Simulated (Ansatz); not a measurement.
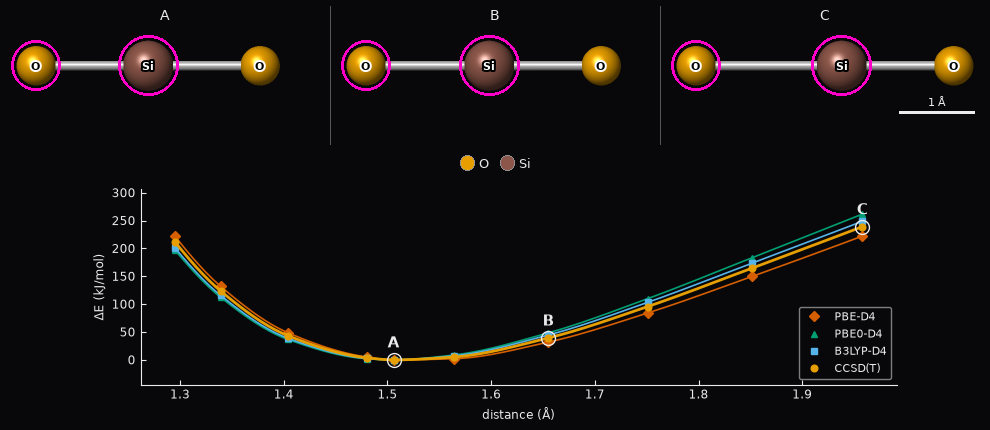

Energy scan for SiO2, in which one O–Si bond length is varied, with the rest of the molecule carried along rigidly. The lettered frames are marked on the plot, at the values of CCSD(T). The picture is a ball-and-stick view, seen face on. The ringed atoms are those of the scanned coordinate.

Computed with Ansatz: CCSD(T), B3LYP-D4, PBE0-D4, PBE-D4, basis def2-TZVPP, on geometries moved rigidly from the minimum at PBE0-D4/def2-TZVP. Coupled cluster with a frozen core. Energies are counted from the PBE0-D4/def2-TZVP minimum geometry at the same level.

What does the scan show?

With CCSD(T): of the computed points the lowest is at the distance 1.506 Å, 0.0 kJ/mol. The end points stand at 211.8 kJ/mol (1.295 Å) and 239.0 kJ/mol (1.958 Å). The curvature at the lowest point is about 62 eV/Å² (9.9 mdyn/Å). The well is steeper on the short side, as for any bond. At 1.958 Å the levels give PBE-D4 222.2 kJ/mol, CCSD(T) 239.0 kJ/mol, B3LYP-D4 248.7 kJ/mol, PBE0-D4 261.6 kJ/mol. Closest to CCSD(T) there is B3LYP-D4. At 1.852 Å to 1.958 Å the mean-field solution behind CCSD(T) isn't stable (a lower one of broken symmetry exists), so those energies are less reliable. The T1 diagnostic reaches 0.048, so the single-reference result is less sure there.

The computed points:

Energies in kJ/mol.

| distance (Å) | CCSD(T) | B3LYP-D4 | PBE0-D4 | PBE-D4 |
| --- | --- | --- | --- | --- |
| 1.295 | 211.8 | 201.3 | 197.2 | 222.0 |
| 1.339 | 123.8 | 115.8 | 112.5 | 132.2 |
| 1.404 | 43.4 | 38.8 | 36.6 | 48.7 |
| 1.480 | 3.7 | 2.6 | 2.0 | 5.1 |
| 1.506 | 0.0 | 0.0 | 0.0 | 0.0 |
| 1.564 | 5.0 | 7.3 | 8.7 | 2.0 |
| 1.655 | 39.3 | 44.5 | 48.4 | 31.9 |
| 1.751 | 95.7 | 103.3 | 109.9 | 84.2 |
| 1.852 | 164.9 | 173.9 | 183.6 | 150.0 |
| 1.958 | 239.0 | 248.7 | 261.6 | 222.2 |
